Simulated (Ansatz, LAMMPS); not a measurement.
**Glassy 29Li2O-71TiO2 (mol %) (114 atoms) in motion**

Aim: follow glassy 29Li2O-71TiO2 (mol %) (114 atoms) for a short time with forces from DFT, then look at structure and electrons in the last frame.

Method: Kohn-Sham DFT, r2SCAN, PAW (set soft_2), plane waves, in Ansatz 0.2.0.

## 1. Set-up

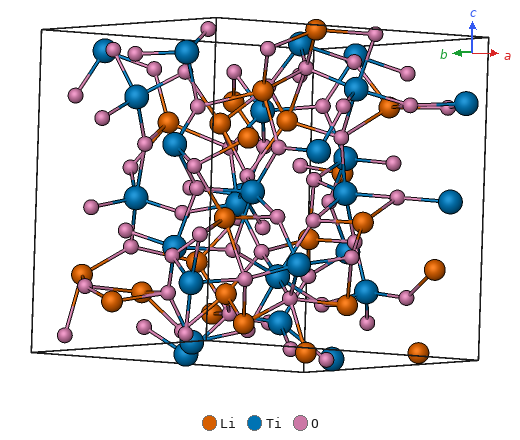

The cell as given, slightly off an axis (lithium orange, titanium blue, oxygen pink). Bonds to atoms that aren't drawn are left out. Some periodic images of atoms are drawn too.

The cell holds 114 atoms: 22 Li, 27 Ti and 65 O. Its edges and angles: a = 10.832 Å, b = 10.832 Å, c = 10.832 Å, α = 90.0°, β = 90.0°, γ = 90.0°. 114 atoms (22 Li, 27 Ti, 65 O) placed at random at 3.39 g/cm³, melted at 4000 K for 10 ps at fixed volume with the Morse and Coulomb pair potential with partial charges (Pedone, Malavasi, Menziani, Cormack and Segre, J. Phys. Chem. B 110, 11780 (2006)). Quenched from 4000 K to 300 K at 30 K/ps and fixed volume, held 10 ps at zero pressure.

Limits known from the start: The quench rate of 30 K/ps is orders of magnitude faster than experiment, which tends to freeze in extra defects. The starting topology of bonds comes from the classical model. Only the Γ point is sampled, in a cell whose shortest periodic width is 11 Å.

## 2. Dynamics started at 300 K

A Nosé–Hoover thermostat steers the temperature while disturbing the dynamics little. The time step is 1.0 fs.

Contents of input.yaml:

```yaml
crystal:
  lattice:
    - [10.83234, 0.0, 0.0]
    - [0.0, 10.83234, 0.0]
    - [0.0, 0.0, 10.83234]
  atoms:
    - { symbol: Li, position: [0.8088, 0.04604, 0.01252] }
    - { symbol: Li, position: [0.99381, 0.80368, 0.60942] }
    - { symbol: Li, position: [0.15526, 0.03744, 0.6386] }
    - { symbol: Li, position: [0.47703, 0.64126, 0.19726] }
    [... 104 atom lines left out ...]
    - { symbol: O, position: [0.93376, 0.41907, 0.62141] }
    - { symbol: O, position: [0.12964, 0.99593, 0.80352] }
    - { symbol: O, position: [0.75451, 0.38136, 0.92307] }
    - { symbol: O, position: [0.8856, 0.46487, 0.12611] }
    - { symbol: O, position: [0.0677, 0.31543, 0.27888] }
    - { symbol: O, position: [0.58106, 0.79674, 0.89685] }
kpoints:
  mp_grid: { grid: [1, 1, 1] }
hamiltonian:
  xc: r2scan
scf:
  occupations: { method: fermi_dirac, width: 0.05 }
output:
  forces: true
md:
  timestep: 1.0
  n_steps: 82
  ensemble: nvt_nose_hoover
  temperature: 300
  initial_velocities: maxwell_boltzmann
  seed: 9680
```

On the command line:

```console
$ ansatz run input.yaml --threads 4 --pin off --max-ram 8192MiB --backend cpu --events-out ev --progress --plain --runs-dir out
```

Wall time 15 min (4 threads of AMD EPYC 9R45, shared host); peak memory 3.9 GiB.

The program notes that it switched symmetry off.

The trajectory, sampled:

```csv
time (fs),T (K),potential (meV/atom),conserved (meV/atom)
0.0,300,0.0,0.00
5.0,322,-2.9,-0.02
11.0,377,-9.9,-0.03
16.0,406,-13.8,-0.03
22.0,432,-17.3,-0.04
27.0,433,-17.8,-0.04
33.0,407,-15.0,-0.03
38.0,392,-13.7,-0.02
44.0,400,-15.5,-0.04
49.0,396,-15.7,-0.04
55.0,371,-13.4,-0.03
60.0,372,-14.3,-0.03
66.0,383,-16.5,-0.05
71.0,369,-15.5,-0.04
77.0,359,-15.0,-0.03
82.0,382,-18.7,-0.04
```

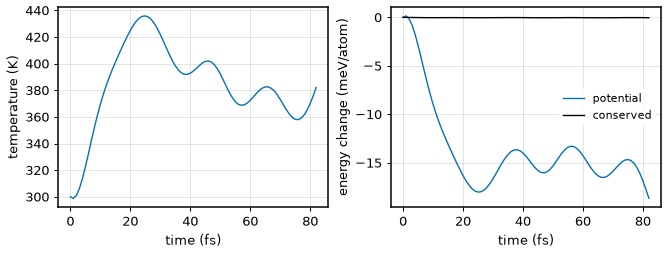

Temperature and energies against time.

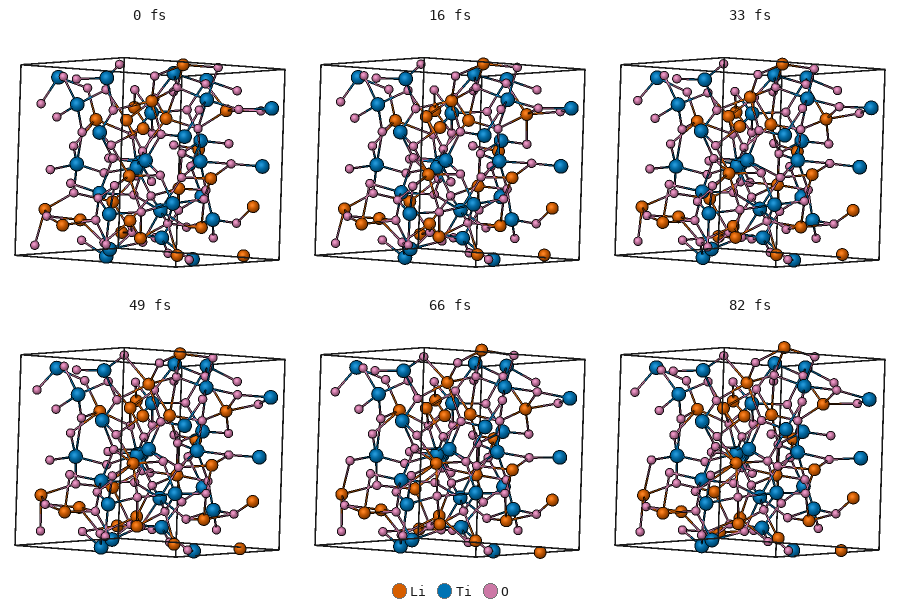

6 frames of the run. Bonds to atoms that aren't drawn are left out.

Mean square displacement from the first frame to the last: Li 0.18 Å², Ti 0.042 Å², O 0.063 Å².

The mean square displacement by time lag:

```csv
time lag (fs),Li (Å²),O (Å²),Ti (Å²)
1.0,1.3e-4,5.9e-5,2.2e-5
4.0,0.00210,9.3e-4,3.4e-4
7.0,0.00636,0.00281,0.00104
11.0,0.0153,0.00665,0.00249
12.0,0.0180,0.00781,0.00294
16.0,0.0306,0.0130,0.00503
19.0,0.0413,0.0172,0.00684
22.0,0.0527,0.0214,0.00880
26.0,0.0679,0.0268,0.0116
29.0,0.0791,0.0306,0.0138
31.0,0.0862,0.0329,0.0152
34.0,0.0963,0.0360,0.0174
37.0,0.106,0.0388,0.0196
41.0,0.117,0.0420,0.0226
```

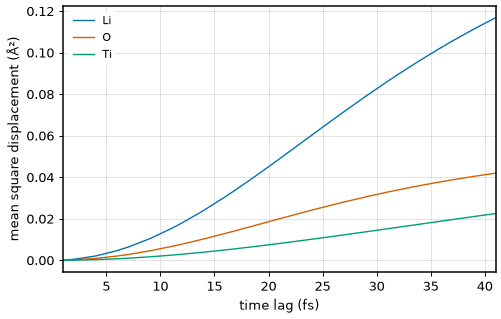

Mean square displacement against time lag.

Over the second half of 82 fs the temperature averages 379 K, falling from about 398 to 365 K (means over the first and last quarter of that half). The conserved energy stays within 0.05 meV/atom. From first frame to last Li has the largest mean square displacement, 0.18 Å² at the end; the farthest move is 0.71 Å. The mean temperature of 379 K lies well off the 300 K of the input, so the thermostat hasn't yet brought the run to equilibrium. The count of bonds goes from 233 in the first frame to 239 in the last, by one set of cutoffs: 5 pairs passed out of them and 11 came within. The run spans 0.08 ps, too short for its means to be equilibrium values.

## 3. Distances and neighbours late in the run

The g(r) is a mean over the second half; what follows it is taken at the last frame.

Density 3.25 g/cm³, 11.15 Å³ an atom.

Mean of 15 frames. Pair distribution functions g(r), in bins of 0.2 Å:

```csv
r (Å),total,O-O,O-Ti,O-Li,Ti-Ti,Ti-Li,Li-Li
1.70,0.52,0.00,1.64,0.36,0.00,0.00,0.00
1.90,2.58,0.00,6.58,3.69,0.00,0.00,0.00
2.10,1.11,0.00,1.84,2.81,0.00,0.00,0.00
2.30,0.41,0.02,0.49,1.14,0.00,0.00,0.62
2.50,0.47,0.83,0.11,0.47,0.00,0.14,1.54
2.70,1.18,2.61,0.08,0.27,0.02,2.12,1.46
2.90,1.34,2.46,0.19,0.66,0.45,2.74,1.88
3.10,1.15,1.80,0.24,0.68,0.97,2.74,1.11
3.30,0.91,1.02,0.47,0.72,1.15,1.99,1.10
3.50,0.99,0.77,0.83,0.82,3.20,1.39,0.81
3.70,1.02,0.78,1.13,1.06,2.00,1.09,0.46
3.90,0.92,0.74,1.09,1.26,1.01,0.37,0.49
4.10,0.95,0.52,1.59,1.21,0.60,0.27,0.75
4.30,1.04,0.58,1.48,1.42,0.83,0.70,0.72
4.50,1.06,0.65,1.63,1.35,0.51,0.74,0.57
4.70,1.05,0.89,1.25,1.23,0.83,0.78,0.80
4.90,0.96,1.10,1.02,0.78,0.93,0.68,1.04
5.10,0.95,1.25,0.80,0.76,0.64,0.93,1.08
5.30,1.06,1.40,0.79,0.82,1.27,1.05,1.35
```

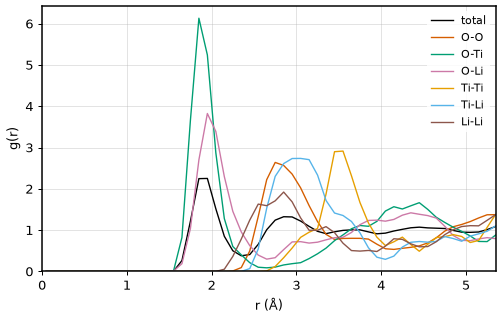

Pair distribution functions, lightly smoothed.

Bonds by pair of elements; cutoffs follow the first minimum of g(r), held within bounds set by covalent radii, and pairs that aren't listed don't count as bonded:

```csv
pair A-B,cutoff (Å),bonds,mean length (Å),spread (Å),shortest (Å),B about A,A about B
O-Ti,2.64,139,1.95,0.155,1.72,2.14,5.15
O-Li,2.58,100,2.09,0.189,1.76,1.54,4.54
```

How many atoms have how many bonded neighbours:

```csv
element,mean,2,3,4,5,6
Li,4.54,0,1,10,9,2
O,3.68,3,24,29,9,0
Ti,5.15,0,0,3,17,7
```

Bond angles (no mean is given where the spread exceeds 20°):

```csv
angle,count,mean (°),spread (°)
O-Ti-O,293,-,-
Li-O-Ti,202,103,18.5
O-Li-O,183,-,-
Ti-O-Ti,86,-,-
Li-O-Li,51,-,-
```

Bond length by coordination (bonds to H left out):

```csv
element,coordination,atoms,mean bond length (Å)
Li,3,1,1.94
Li,4,10,2.04
Li,5,9,2.12
Li,6,2,2.16
O,2,3,1.83
O,3,24,1.96
O,4,29,2.02
O,5,9,2.07
Ti,4,3,1.81
Ti,5,17,1.93
Ti,6,7,2.01
```

Rings of the network by King's shortest-path rule, up to 12 atoms, one path for each pair of neighbours; H, halogens, alkali and alkaline-earth atoms are left out, and the last column divides by all other atoms, bonded or not:

```csv
ring size (atoms),rings,per network atom
4,9,0.098
6,22,0.239
8,38,0.413
10,35,0.38
12,35,0.38
```

For some of the pairs, g(r) has its first main peak near 2.8 Å (O-O), 1.9 Å (O-Ti), 2.0 Å (O-Li), 3.5 Å (Ti-Ti) and 3.2 Å (Ti-Li). With the cutoffs above, 45 % of Li atoms have 4, 45 % of O atoms have 4 and 63 % of Ti atoms have 5 bonded neighbours. Rings of 8 atoms are the most common (27 % of those counted); sizes run from 4 to 12, where the search stops.

## 4. Single point at the last frame

The last frame is solved once more, with the analyses that the dynamics left out.

Contents of input.yaml:

```yaml
crystal:
  lattice:
    - [10.83234, 0.0, 0.0]
    - [0.0, 10.83234, 0.0]
    - [0.0, 0.0, 10.83234]
  atoms:
    - { symbol: Li, position: [0.79347, 0.04276, 0.98594] }
    - { symbol: Li, position: [0.96017, 0.80676, 0.61021] }
    - { symbol: Li, position: [0.14042, 0.00377, 0.6495] }
    - { symbol: Li, position: [0.52191, 0.61082, 0.16044] }
    [... 104 atom lines left out ...]
    - { symbol: O, position: [0.93816, 0.40634, 0.61119] }
    - { symbol: O, position: [0.1179, 0.03834, 0.81203] }
    - { symbol: O, position: [0.74553, 0.39244, 0.91284] }
    - { symbol: O, position: [0.90411, 0.44516, 0.12402] }
    - { symbol: O, position: [0.06621, 0.33936, 0.26304] }
    - { symbol: O, position: [0.56933, 0.79535, 0.88477] }
kpoints:
  mp_grid: { grid: [1, 1, 1] }
hamiltonian:
  xc: r2scan
scf:
  occupations: { method: fermi_dirac, width: 0.05 }
output:
  forces: true
  stress: true
  populations: true
  dos:
    method: { smearing: { sigma: 0.1 } }
    de: 0.1
    projected: { site_lists: { Li: [Li], O: [O], Ti: [Ti] } }
  eigenvalues: true
  write_density: true
  write_potential: true
  volumetric_format: npy
```

Wall time 28 s (4 threads); peak memory 3.8 GiB; 1.8 min of CPU time.

Read from the output:

```
free energy                                      : -109249.7080 eV
free energy per atom                             : -958.3308 eV/atom
SCF cycles                                       : 13
pressure                                         : -1.701 GPa
r.m.s. force component                           : 0.6889 eV/Å
longest force                                    : 2.655 eV/Å
Fermi energy                                     : 6.989 eV
gap (highest filled to lowest empty level) : 2.543 eV
spilling of the projection                       : 0.00464
```

Neighbours are counted within 2.64 Å (O-Ti), 2.58 Å (O-Li), the cutoffs taken from the dynamics.

Length of the force by element and coordination:

```csv
element,coordination,atoms,mean length of the force (eV/Å),spread,least,most
Li,all,22,0.512,0.230,0.168,1.10
Li,3,1,0.750,0,0.750,0.750
Li,4,10,0.496,0.189,0.216,0.919
Li,5,9,0.525,0.283,0.168,1.10
Li,6,2,0.415,0.0169,0.398,0.432
O,all,65,1.08,0.529,0.153,2.63
O,2,3,0.883,0.154,0.687,1.06
O,3,24,1.21,0.539,0.573,2.63
O,4,29,1.04,0.552,0.309,2.37
O,5,9,0.895,0.399,0.153,1.43
Ti,all,27,1.39,0.597,0.421,2.66
Ti,4,3,1.97,0.534,1.35,2.66
Ti,5,17,1.36,0.520,0.421,2.38
Ti,6,7,1.22,0.645,0.455,2.34
```

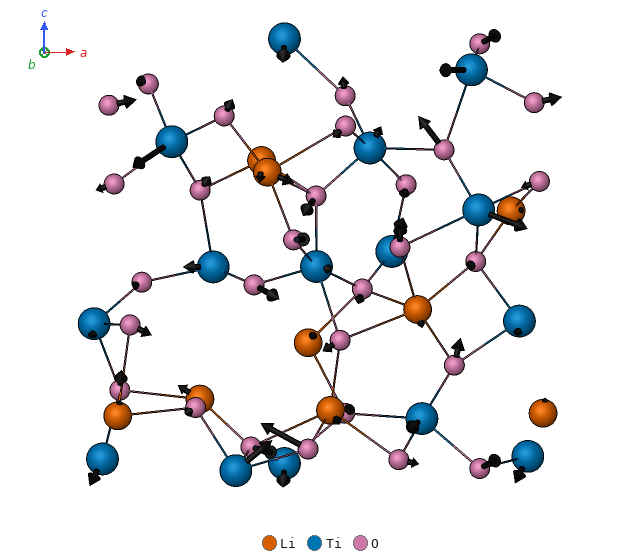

Forces as arrows; the longest in the cell is 2.66 eV/Å. Drawn is a slice 4 Å thick, seen along the normal of the ac plane. Bonds to atoms that aren't drawn are left out.

Löwdin charges by element and coordination (they lack the spilled electrons, 0.032 e an atom on average):

```csv
element,coordination,atoms,mean charge (e),spread,least,most
Li,all,22,0.732,0.0115,0.706,0.755
Li,3,1,0.755,0,0.755,0.755
Li,4,10,0.738,0.0085,0.725,0.752
Li,5,9,0.726,0.0051,0.716,0.734
Li,6,2,0.715,0.0091,0.706,0.724
O,all,65,-0.774,0.0805,-1.02,-0.579
O,2,3,-0.628,0.0367,-0.667,-0.579
O,3,24,-0.724,0.0515,-0.815,-0.618
O,4,29,-0.797,0.0435,-0.924,-0.694
O,5,9,-0.884,0.0739,-1.02,-0.773
Ti,all,27,1.40,0.0258,1.34,1.45
Ti,4,3,1.36,0.0184,1.34,1.38
Ti,5,17,1.40,0.023,1.38,1.45
Ti,6,7,1.41,0.0188,1.39,1.44
```

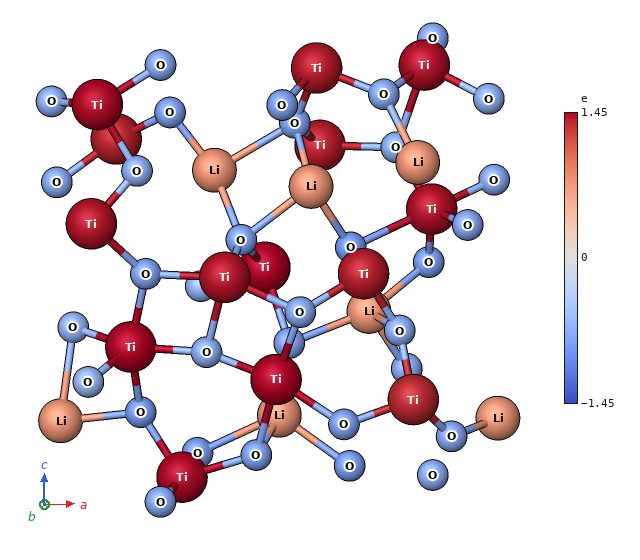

Atoms coloured by Löwdin charge. Drawn is a slice 4 Å thick, seen along the normal of the ac plane. Bonds to atoms that aren't drawn are left out.

States in the cell by windows of 1 eV, zero at the Fermi level; the larger projections on atomic orbitals stand beside the total:

```csv
from (eV),to (eV),total,O p,Ti d
-10,-7,0.0,0.0,0.0
-7,-6,5.0,3.5,1.1
-6,-5,95.4,69.0,21.4
-5,-4,90.8,70.6,15.8
-4,-3,81.9,69.4,9.1
-3,-2,88.8,80.6,5.6
-2,-1,28.1,26.3,1.1
-1,1,0.0,0.0,0.0
1,2,32.5,3.0,28.5
2,3,76.2,10.9,61.7
3,4,64.6,12.4,47.4
```

Between -26 and -10 eV lie 130 more states.

The stored curve holds about 520 of the 780 electrons; the rest, give or take the few that broadening carries across the Fermi level, lie in deeper levels below its range.

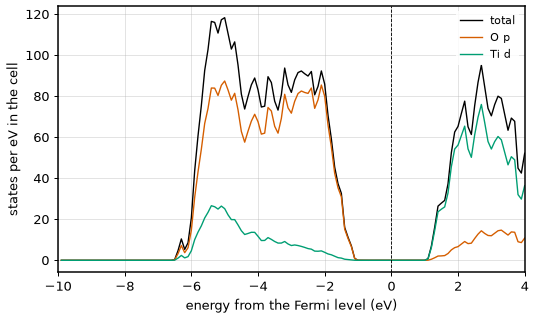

Total and projected density of states, with the broadening of the input.

The levels nearest the highest filled one (over half full), pooled over k-points and spins:

```csv
level less the highest filled one (eV),occupation
-0.408,2
-0.323,2
-0.294,2
-0.239,2
-0.185,2
0,2
2.54,0
2.68,0
2.70,0
2.78,0
2.88,0
2.93,0
```

Mean Löwdin charges: Li +0.73, O -0.77, Ti +1.40 e (they miss 0.46 % of the electrons, so they add up to more than the cell's charge). The largest share in the top eV of filled states is O p (94 % of the projected weight), and in the lowest eV of empty states Ti d (88 % of the projected weight).

## 5. Summary of results

* mean temperature, second half: 378.7 K
* temperature swing, second half: 13.16 K
* slope of the conserved energy against time, by least squares: -0.1539 meV/atom/ps
* free energy per atom: -958.3308 eV/atom
* pressure: -1.701 GPa
* r.m.s. force component: 0.6889 eV/Å
* gap (highest filled to lowest empty level): 2.543 eV
* wall time of the 2 DFT runs: 15 min

Over the second half of 82 fs the temperature averages 379 K, falling from about 398 to 365 K (means over the first and last quarter of that half). The conserved energy stays within 0.05 meV/atom. The mean temperature of 379 K lies well off the 300 K of the input, so the thermostat hasn't yet brought the run to equilibrium. The count of bonds goes from 233 in the first frame to 239 in the last, by one set of cutoffs: 5 pairs passed out of them and 11 came within. The run spans 0.08 ps, too short for its means to be equilibrium values. With the cutoffs above, 45 % of Li atoms have 4, 45 % of O atoms have 4 and 63 % of Ti atoms have 5 bonded neighbours. Between filled and empty levels lie 2.54 eV (at Γ alone); a semilocal functional tends to put such gaps too low. In a disordered cell it changes from sample to sample, and tail or defect levels can set it.

Caveats: The network of bonds at the start is that of the classical potential that made the cell; in DFT 5 of its 233 bonded pairs passed out of the cutoffs and 11 came within them. The stress is far from hydrostatic: its diagonal is -1.9, 0.1, -3.4 GPa, compression counted positive. The pressure of -1.7 GPa is that of one thermal frame at a volume set beforehand, without the kinetic term.

[Logs are printed without paths, hosts, clocks, repeated set-up lines and the standing remarks that a program may print on its own settings, such as how far it seeks lower states.]

[Hosts, paths, dates, database ids (printed as entryN), source tags and the programs' standing remarks are cut or masked in the printed files.]
